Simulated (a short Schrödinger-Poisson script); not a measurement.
System: symmetric double-gate stack, SiO2 on p-type Ge(111), at 300 K.

| layer | material | thickness (nm) | Na (cm⁻³) |
|---|---|---|---|
| 1 | SiO2 | 3 | - |
| 2 | Ge | 8 | 3e16 |
| 3 | SiO2 | 3 | - |

Constants are typed, rounded textbook-type inputs, not results; the design itself was drawn at random and stands for no fabricated device. SiO2: permittivity 3.9, conduction-band edge (eV) 3.1, gap (eV) 9, electron mass (mₑ) 0.5. Ge: permittivity 16, conduction-band edge (eV) 0, gap (eV) 0.664, Nv at 300 K (cm⁻³) 6e18.

Channel valleys (confinement mass, in-plane density-of-states mass, number): L1 1.59, 0.08, 1; L3 0.09, 0.34, 3. At the gates, both at one voltage, the conduction-band edge of layer 1 lies 3.26 eV − eVg above the Fermi level of the channel. Gaps are held at their typed values at every temperature. Mesh 0.03 nm at interfaces.

Solved with a short Schrödinger-Poisson script written for these runs: 1D Poisson equation in equilibrium, electrons quantum, Hartree (BenDaniel-Duke, 12 states a valley, the channel's in-plane mass for all, wave functions ending at the dielectric), parabolic valleys, classical holes, full ionisation, no traps, pinning or gate leakage.

Only gate voltages with over 1e8 electrons/cm² are shown.

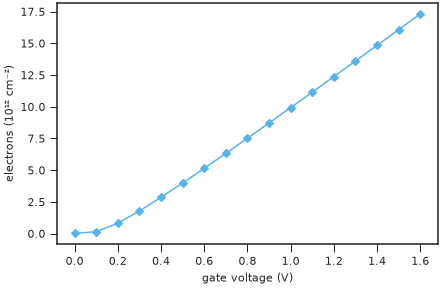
Figure. Sheet density against gate voltage

```tsv
Vg (V)	electrons (cm⁻²)	C (μF/cm²)	L1 E0 (meV)	L1 E1 (meV)	L3 E0 (meV)	L3 E1 (meV)
0	4.65e9	0.0289	166.0	177.0	227.6	423.3
0.2	8.09e11	1.40	31.5	40.7	93.2	287.1
0.4	2.85e12	1.77	-4.5	0.9	58.8	248.4
0.6	5.14e12	1.87	-25.0	-22.4	42.0	227.4
0.8	7.51e12	1.92	-42.1	-40.9	30.7	212.2
1	9.92e12	1.95	-57.9	-57.3	22.1	199.8
1.2	1.24e13	1.97	-73.0	-72.7	15.0	189.0
1.4	1.48e13	1.98	-87.6	-87.5	8.9	179.4
1.6	1.73e13	1.99	-101.8	-101.8	3.5	170.6
```

Subbands count from the Fermi level. The capacitance is that of both gates.

Only the L valleys are kept; under strong confinement the Δ valleys of Ge fill too.
